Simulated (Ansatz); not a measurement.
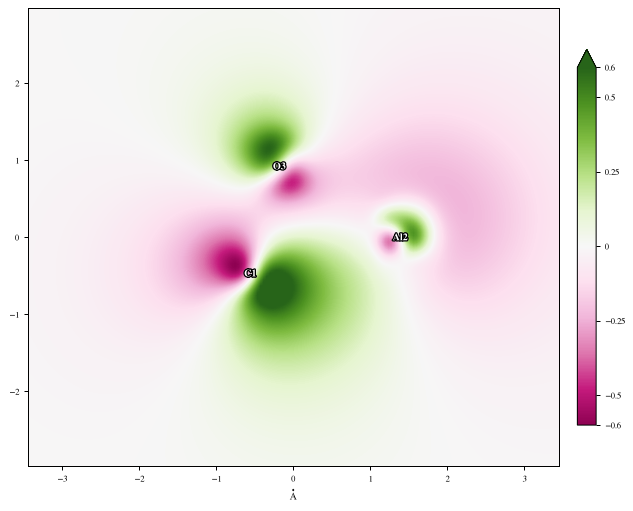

*CH₂AlO (charge −1). The HOMO on the plane of atoms Al2, C1 and O3 (values in Å⁻³ᐟ²; the overall sign is arbitrary).*

Geometry: PBE0-D3(BJ)/def2-SVPD; the highest occupied orbital lies above zero, a sign that basis and functional describe the outermost electron poorly.

Level of theory: isolated molecule in a Gaussian basis; Kohn-Sham density functional theory, functional PBE0 (Ansatz).

```xyz
5

C    -2.8112   -0.5475   -0.3388
Al   -1.4815   -0.5303    1.1586
O    -2.0761    0.6636   -0.0752
H    -3.9055   -0.4193   -0.2113
H    -2.6145   -0.9548   -1.3515
```

Question: What is the character of this orbital?

Answer: It lies mainly on Al2 (about 45 %), C1 (about 35 %) and O3 (about 10 %). Its energy is 0.05 eV.
